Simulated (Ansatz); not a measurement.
The figure comes from a scan of ZnO (wurtzite): a phonon pattern at Γ is frozen into a 4-atom cell, Q being the largest atomic displacement. The numbers are results of PBE (plane waves to 420 eV, PAW, scalar-relativistic; Ansatz, an electronic-structure program), not measurements. k mesh 12×12×6 (Γ-centred), Fermi-Dirac smearing 0.05 eV. The energy includes the smearing's −TS. ZnO was relaxed with its symmetry unable to fall. The zero of ΔE is the undisplaced structure.

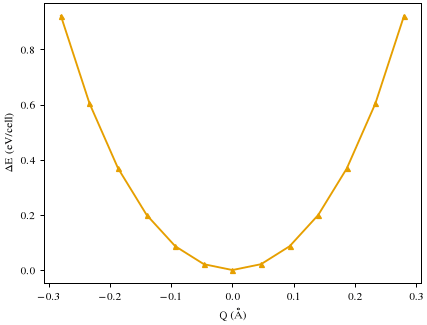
*ΔE (eV/cell) against Q (Å); computed points joined by lines.*

### Question
Read the plotted values off the figure, to the accuracy that the plot allows.

### Answer
To the nearest 0.02:

```tsv
Q (Å)	ΔE (eV/cell)
-0.280	0.92
-0.233	0.60
-0.187	0.36
-0.140	0.20
-0.093	0.08
-0.047	0.02
0.000	0.00
0.047	0.02
0.093	0.08
0.140	0.20
0.187	0.36
0.233	0.60
0.280	0.92
```

(For displaced atoms, the force is minus the slope of the energy, and its curvature is a force constant, which sets phonon frequencies.)
